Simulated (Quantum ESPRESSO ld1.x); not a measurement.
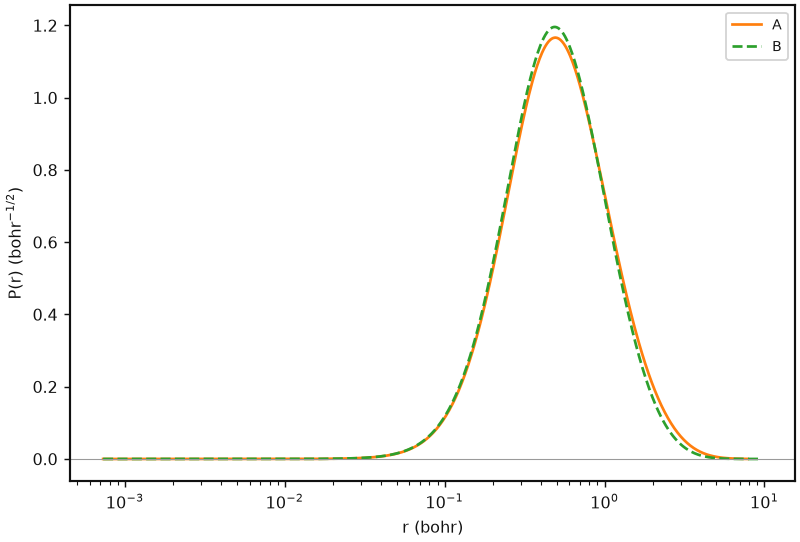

The Tm²⁺ ion was computed in two configurations: [Xe] 4f11 5d1 6s1 (high spin); [Xe] 4f12 5d1 (high spin). Method: scalar-relativistic Kohn-Sham, LDA (Slater exchange, VWN5 correlation), spin-polarised, spherical densities, point nucleus; computed with Quantum ESPRESSO ld1.x 7.5.

The plot shows P(r) = r R(r) of the 4f up orbital in both runs (large components where relativistic).

**Which curve belongs to which run?**

A is [Xe] 4f12 5d1 (high spin) (⟨r⟩ = 0.752 bohr, eigenvalue −25.1 eV); B is [Xe] 4f11 5d1 6s1 (high spin) (⟨r⟩ = 0.715 bohr, eigenvalue −35.6 eV). The orbital is smaller where the other electrons screen the nucleus less.
